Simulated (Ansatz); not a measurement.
# Amorphous SiO: valence band and core levels, part 5 of 7

How wide do site differences make the core lines of amorphous SiO?

Ansatz 0.2.0; DFT, LDA, plane-wave PAW, scalar-relativistic; PAW set soft_1.

So far. Step 5 (Dynamics at 300 K): Beyond half the shortest lattice vector, 4.0 Å, g(r) counts periodic images.

**6. Relaxing the atoms**

The quenched cell is relaxed to a local minimum.

Input file input.yaml:

```yaml
crystal:
  lattice:
    - [7.9933902033, 0.0, 0.0]
    - [0.0, 7.9933902033, 0.0]
    - [0.0, 0.0, 7.9933902033]
  atoms:
    - { symbol: Si, position: [0.0964731967, 0.9696752332, 0.8774008586] }
    - { symbol: Si, position: [0.6525432202, 0.1581499697, 0.4763775276] }
    - { symbol: Si, position: [0.5929345971, 0.3341071865, 0.7166000207] }
    - { symbol: Si, position: [0.001612541, 0.7171542394, -0.357534638] }
    - { symbol: Si, position: [0.6137655217, 0.7032100531, 0.7067744948] }
    - { symbol: Si, position: [0.9549236136, 0.3992207987, -0.3901564577] }
    - { symbol: Si, position: [1.1243477569, 1.0341232369, 0.1778076189] }
    - { symbol: Si, position: [1.2079098504, 0.2492556111, 0.3622817307] }
    - { symbol: Si, position: [0.4910603911, 0.9209739066, 0.5280415036] }
    - { symbol: Si, position: [0.8486746358, 1.0045973456, 0.2154153993] }
    - { symbol: Si, position: [0.3584895611, 0.9139794479, 0.0756337782] }
    - { symbol: Si, position: [0.640377058, 0.6914431538, 1.1115862295] }
    - { symbol: Si, position: [0.645353804, 0.1903545716, 0.0622435013] }
    - { symbol: Si, position: [1.2974220836, 1.1194259574, 0.6175703771] }
    - { symbol: Si, position: [0.5589912885, 0.33962693, 0.2770574681] }
    - { symbol: O, position: [1.1188343774, 1.0991484439, 0.7182329691] }
    - { symbol: O, position: [1.4128209214, 1.244137322, 0.7293898767] }
    - { symbol: O, position: [0.447582015, 0.7430575292, 0.1357254762] }
    - { symbol: O, position: [0.6460795608, 0.5167471296, 0.2180558648] }
    - { symbol: O, position: [1.0569190374, 0.3778512382, -0.5656857201] }
    - { symbol: O, position: [0.6768207942, 1.3001768532, -0.1001768386] }
    - { symbol: O, position: [1.3610423833, 0.3727288523, 0.2935224235] }
    - { symbol: O, position: [0.2700364, 0.8658779954, 0.8885776144] }
    - { symbol: O, position: [0.5073228614, 1.0440053479, 0.0166044935] }
    - { symbol: O, position: [0.8432239627, 0.0993826438, 0.4028638511] }
    - { symbol: O, position: [0.6610810453, 0.6944604827, 0.913160848] }
    - { symbol: O, position: [0.794915064, 0.6774002947, 0.6074862872] }
    - { symbol: O, position: [0.7682120018, 0.8156724354, 0.2055023837] }
    - { symbol: O, position: [0.5261957869, 0.5288657406, 0.6798671505] }
    - { symbol: O, position: [0.9634585789, 0.8286803867, -0.1926938841] }
kpoints:
  mp_grid: { grid: [2, 2, 2] }
scf:
  occupations: { method: fermi_dirac, width: 0.03 }
  n_extra_bands: 23
hamiltonian:
  xc: lda
  pseudopotentials: { kind: paw, azcp: { folder: soft_1 }, xc_functional: pbe }
output:
  forces: true
relax:
  f_tol: 0.05
  max_steps: 60
```

Started as:

```console
> ansatz run input.yaml --threads 8 --pin off --max-ram 23552MiB --backend cpu --events-out ev --progress --plain --runs-dir out
```

Numbers of over 12 decimals in the logs are rounded to 6 here.

What it wrote:

```text
[...]
Crystal: 30 atoms, lattice volume = 510.732 Å³
Basis set: ecut = 420 eV, 9939 PW (Γ)
Bands: 98, of which v1, the nominal top of the filled ones, is band 75 counted from 1 (74 counted from 0)
Symmetry: 1 space group operations
[...]
k-points: 8
[...]
SCF iter   1: F=—  HF=-17481.812426 eV  |F-HF|=—  |Δ(HF+E_count)|=         —  Δρ=7.00e-2  dr2=3.98e1  ethr=3.10e-3  ⟨swp⟩=8.2  Hψ=4419  notcnv=0  defer=73
[...]
SCF iter  11: F=-17469.937309 eV  HF=-17469.937306 eV  |F-HF|=2.46e-6  |Δ(HF+E_count)|=   1.11e-5  Δρ=2.12e-5  dr2=2.79e-6  ethr=1.33e-8  ⟨swp⟩=2.0  Hψ=2647  notcnv=0
SCF 1 converged in 11 iterations: F = -17469.937309 eV  dr2 = 2.79e-6
[...]
relax step   1: F+E_penalty+E_count = -17469.93730881 eV  Δ(F+E_penalty+E_count) = +0.000e0 eV  max|allowed force component| = 2.648e0 eV/Å  Δτ_max = 0.0000 Å  (11 SCF iters, dr2 threshold 6.25e-5 eV, accepted)
[...]
SCF iter   6: F=-17470.687308 eV  HF=-17470.687305 eV  |F-HF|=3.00e-6  |Δ(HF+E_count)|=   3.76e-5  Δρ=6.08e-5  dr2=2.24e-5  ethr=6.67e-8  ⟨swp⟩=3.0  Hψ=3220  notcnv=0
SCF 2 converged in 6 iterations: F = -17470.687308 eV  dr2 = 2.24e-5
[...]
relax step   2: F+E_penalty+E_count = -17470.68730833 eV  Δ(F+E_penalty+E_count) = -7.500e-1 eV  max|allowed force component| = 1.562e0 eV/Å  Δτ_max = 0.1344 Å  (6 SCF iters, dr2 threshold 1.00e-4 eV, accepted)
SCF iter   1: F=—  HF=-17471.189246 eV  |F-HF|=—  |Δ(HF+E_count)|=         —  Δρ=1.01e-2  dr2=4.14e-1  ethr=2.55e-3  ⟨swp⟩=5.4  Hψ=2392  notcnv=0  defer=44
[...]
SCF iter   6: F=-17471.069802 eV  HF=-17471.069819 eV  |F-HF|=1.73e-5  |Δ(HF+E_count)|=   2.17e-5  Δρ=8.79e-5  dr2=4.70e-5  ethr=6.67e-8  ⟨swp⟩=3.0  Hψ=3247  notcnv=0
SCF 3 converged in 6 iterations: F = -17471.069802 eV  dr2 = 4.70e-5
[...]
relax step   3: F+E_penalty+E_count = -17471.06980185 eV  Δ(F+E_penalty+E_count) = -3.825e-1 eV  max|allowed force component| = 5.095e-1 eV/Å  Δτ_max = 0.1747 Å  (6 SCF iters, dr2 threshold 1.00e-4 eV, accepted)
[... from here on, the SCF cycles and remarks between the steps are left out ...]
relax step   4: F+E_penalty+E_count = -17471.15401246 eV  Δ(F+E_penalty+E_count) = -8.421e-2 eV  max|allowed force component| = 4.223e-1 eV/Å  Δτ_max = 0.2000 Å  (6 SCF iters, dr2 threshold 2.76e-5 eV, accepted)
relax step   5: F+E_penalty+E_count = -17471.22011617 eV  Δ(F+E_penalty+E_count) = -6.610e-2 eV  max|allowed force component| = 3.786e-1 eV/Å  Δτ_max = 0.1200 Å  (6 SCF iters, dr2 threshold 1.90e-5 eV, accepted)
relax step   6: F+E_penalty+E_count = -17471.27303331 eV  Δ(F+E_penalty+E_count) = -5.292e-2 eV  max|allowed force component| = 4.527e-1 eV/Å  Δτ_max = 0.2000 Å  (6 SCF iters, dr2 threshold 9.85e-5 eV, accepted)
relax step   7: F+E_penalty+E_count = -17471.31909189 eV  Δ(F+E_penalty+E_count) = -4.606e-2 eV  max|allowed force component| = 2.669e-1 eV/Å  Δτ_max = 0.0554 Å  (5 SCF iters, dr2 threshold 1.00e-4 eV, accepted)
relax step   8: F+E_penalty+E_count = -17471.35808979 eV  Δ(F+E_penalty+E_count) = -3.900e-2 eV  max|allowed force component| = 1.732e-1 eV/Å  Δτ_max = 0.1973 Å  (7 SCF iters, dr2 threshold 2.48e-5 eV, accepted)
relax step   9: F+E_penalty+E_count = -17471.37265781 eV  Δ(F+E_penalty+E_count) = -1.457e-2 eV  max|allowed force component| = 1.636e-1 eV/Å  Δτ_max = 0.0558 Å  (5 SCF iters, dr2 threshold 1.04e-5 eV, accepted)
relax step  10: F+E_penalty+E_count = -17471.30800700 eV  Δ(F+E_penalty+E_count) = +6.465e-2 eV  max|allowed force component| = 4.852e-1 eV/Å  Δτ_max = 0.1750 Å  (7 SCF iters, dr2 threshold 1.13e-5 eV, rejected (line search))
relax step  11: F+E_penalty+E_count = -17471.38059817 eV  Δ(F+E_penalty+E_count) = -7.940e-3 eV  max|allowed force component| = 6.625e-2 eV/Å  Δτ_max = 0.0415 Å  (9 SCF iters, accepted)
relax step  12: F+E_penalty+E_count = -17471.37077285 eV  Δ(F+E_penalty+E_count) = +9.825e-3 eV  max|allowed force component| = 1.598e-1 eV/Å  Δτ_max = 0.1000 Å  (9 SCF iters, rejected (line search))
SCF iter   1: F=—  HF=-17471.392849 eV  |F-HF|=—  |Δ(HF+E_count)|=         —  Δρ=2.83e-3  dr2=3.87e-2  ethr=2.39e-4  ⟨swp⟩=4.9  Hψ=1764  notcnv=0  defer=130
[...]
SCF iter   8: F=-17471.382779 eV  HF=-17471.382779 eV  |F-HF|=8.38e-8  |Δ(HF+E_count)|=   2.32e-7  Δρ=2.95e-6  dr2=8.44e-8  ethr=6.67e-11  ⟨swp⟩=3.2  Hψ=3173  notcnv=0
SCF 13 converged in 8 iterations: F = -17471.382779 eV  dr2 = 8.44e-8
relax step  13: F+E_penalty+E_count = -17471.38277873 eV  Δ(F+E_penalty+E_count) = -2.181e-3 eV  max|allowed force component| = 4.332e-2 eV/Å  Δτ_max = 0.0265 Å  (8 SCF iters, accepted)
SCF converged after 8 iterations
Free energy (F): -17471.382779 eV
[...]
Internal energy: -17471.382779 eV  (E = F + TS)
E sigma→0 (E₀):  -17471.382779 eV
Entropy (-TS):   -0.000000 eV (-0.000 meV/atom)
Fermi energy:    4.486504 eV
[...]
--- Forces (eV/Å), atoms counted from 1 ---
  atom   1  Si     0.00972392    -0.00661277     0.01698329
  atom   2  Si    -0.02059176    -0.01843887     0.00649392
  atom   3  Si    -0.02001930    -0.03873046     0.01634570
  atom   4  Si    -0.00466307    -0.00211466    -0.01054053
  atom   5  Si     0.00532215     0.02362621     0.02529509
  atom   6  Si    -0.00903175     0.01585333    -0.00955208
  atom   7  Si     0.00675302    -0.00584642    -0.00452199
  atom   8  Si    -0.02427557    -0.00975571     0.00462706
  atom   9  Si     0.00959718    -0.00043153    -0.01409758
  atom  10  Si    -0.02214184    -0.02205659    -0.00612475
  atom  11  Si    -0.02454184     0.04332483    -0.01267810
  atom  12  Si     0.01962813     0.00741181    -0.01753667
  atom  13  Si    -0.01334675     0.00108649    -0.00541300
  atom  14  Si     0.02410397     0.00998102     0.00542833
  atom  15  Si     0.03194230     0.00802966    -0.01096984
  atom  16  O     -0.00617450    -0.02172395     0.01159113
  atom  17  O      0.03469247     0.00988538    -0.00018398
  atom  18  O      0.00418421    -0.00440238    -0.00391535
  atom  19  O     -0.00083850     0.00013241    -0.00917649
  atom  20  O      0.00359210    -0.00017246     0.00408793
  atom  21  O     -0.00304803     0.02489496    -0.01804003
  atom  22  O      0.00613692     0.01327450    -0.00249103
  atom  23  O     -0.00865845    -0.00363058     0.00459222
  atom  24  O     -0.00386652    -0.03773893     0.01058645
  atom  25  O      0.00975609     0.00447099     0.01264498
  atom  26  O     -0.01520725    -0.03250828     0.02236481
  atom  27  O     -0.00956654    -0.00252832    -0.00653178
  atom  28  O      0.01208049     0.01521959    -0.00518779
  atom  29  O      0.00790819     0.02288670    -0.01124895
  atom  30  O      0.00054613     0.00675725     0.00712951
  max |Σ_I F_I| component: 1.43e-4 eV/Å
--- Relaxed structure (13 steps of the walk, 11 accepted, 0 SCFs on fresh bases) ---
  F+E_penalty+E_count = -17471.38277873 eV   max|allowed force component| = 4.332e-2 eV/Å
  atoms:
    - { symbol: Si, position: [0.093114, 1.019952, 0.877509] }
    - { symbol: Si, position: [0.635197, 0.138469, 0.478783] }
    - { symbol: Si, position: [0.602279, 0.308799, 0.711619] }
    - { symbol: Si, position: [-0.00977903, 0.726574, -0.303801] }
    - { symbol: Si, position: [0.622385, 0.697870, 0.707014] }
    - { symbol: Si, position: [0.981630, 0.333746, -0.360961] }
    - { symbol: Si, position: [1.121679, 1.059458, 0.166488] }
    - { symbol: Si, position: [1.219120, 0.251999, 0.364242] }
    - { symbol: Si, position: [0.463402, 0.889246, 0.525775] }
    - { symbol: Si, position: [0.842934, 1.001330, 0.213274] }
    - { symbol: Si, position: [0.351132, 0.915919, 0.061048] }
    - { symbol: Si, position: [0.626565, 0.691223, 1.110583] }
    - { symbol: Si, position: [0.656138, 0.172408, 0.059209] }
    - { symbol: Si, position: [1.317249, 1.117490, 0.610740] }
    - { symbol: Si, position: [0.555703, 0.343693, 0.264776] }
    - { symbol: O, position: [1.114267, 1.146827, 0.705714] }
    - { symbol: O, position: [1.405724, 1.250343, 0.741885] }
    - { symbol: O, position: [0.429537, 0.742687, 0.127179] }
    - { symbol: O, position: [0.646108, 0.522224, 0.220493] }
    - { symbol: O, position: [1.066704, 0.359597, -0.544322] }
    - { symbol: O, position: [0.704411, 1.269330, -0.114530] }
    - { symbol: O, position: [1.352692, 0.377500, 0.274384] }
    - { symbol: O, position: [0.263206, 0.900956, 0.873716] }
    - { symbol: O, position: [0.507146, 1.038264, 0.025035] }
    - { symbol: O, position: [0.820710, 0.073238, 0.406541] }
    - { symbol: O, position: [0.662343, 0.686731, 0.910883] }
    - { symbol: O, position: [0.806550, 0.706200, 0.613763] }
    - { symbol: O, position: [0.762969, 0.815270, 0.194583] }
    - { symbol: O, position: [0.571764, 0.504028, 0.666096] }
    - { symbol: O, position: [0.946545, 0.892123, -0.180187] }
```

Run time: 32 s. Hardware: 8 threads of Intel Xeon 6975P-C (Granite Rapids), shared host; peak memory 2 GiB; 3.8 min of CPU time.

The steps of the relaxation:

```csv
step,energy less that of the first step (eV),largest force component (eV/Å)
1,0.0000,2.6484
2,-0.7500,1.5620
3,-1.1325,0.5095
4,-1.2167,0.4223
5,-1.2828,0.3786
6,-1.3357,0.4527
7,-1.3818,0.2669
8,-1.4208,0.1732
9,-1.4353,0.1636
10,-1.3707,0.4852
11,-1.4433,0.0662
12,-1.4335,0.1598
13,-1.4455,0.0433
```

Relaxation steps 10, 12 were tried and not accepted.

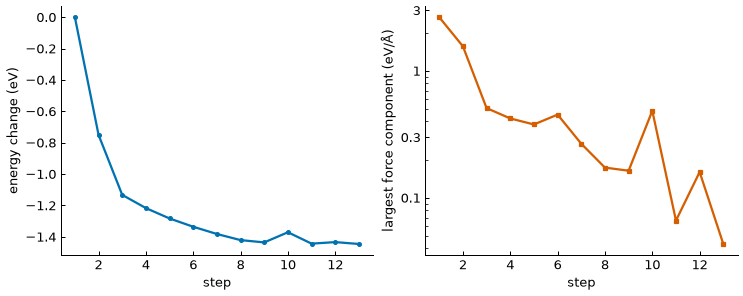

Energy and largest force along the relaxation.

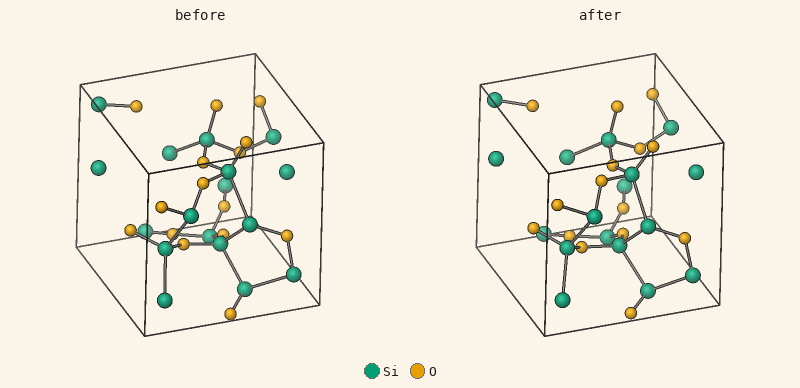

Before and after, at one scale. Bonds to atoms that aren't drawn are left out.

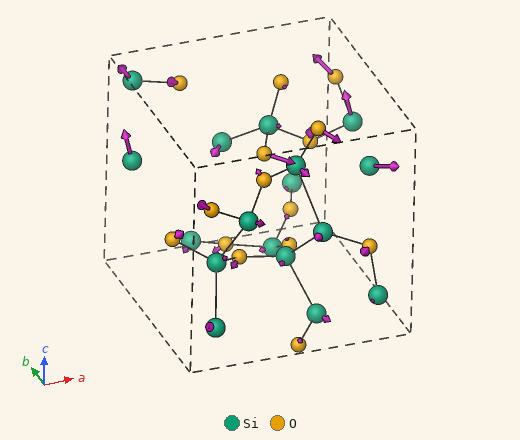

Displacements in the relaxation, exaggerated; the longest in the cell stands for 0.61 Å. Bonds to atoms that aren't drawn are left out. Some periodic images of atoms are drawn too.

The atoms that moved most (Å):

```csv
atom,dx,dy,dz,length
Si6,0.213,-0.523,0.233,0.612
O30,-0.135,0.507,0.100,0.534
Si4,-0.091,0.075,0.430,0.445
O29,0.364,-0.199,-0.110,0.429
Si1,-0.027,0.402,0.001,0.403
O16,-0.037,0.381,-0.100,0.396
O21,0.221,-0.247,-0.115,0.350
Si9,-0.221,-0.254,-0.018,0.337
```

Numbers from this step:

- free energy: -17471.3828 eV
- Fermi energy: 4.487 eV
- gap by band count: 0.9293 eV

The relaxation ends 48 meV an atom lower, with a largest force component of 0.043 eV/Å.

(Part 5 of 7 ends here.)

[Logs are printed without paths, hosts, clocks, repeated set-up lines and the standing remarks that a program may print on its own settings, such as how far it seeks lower states.]

[Hosts, paths, dates, database ids (printed as entryN), source tags and the programs' standing remarks are cut or masked in the printed files.]

[Maps of the electrostatic potential energy from Ansatz leave out the sawtooth potential of an applied field or a dipole correction, so their vacuum need not be flat; work functions include it.]
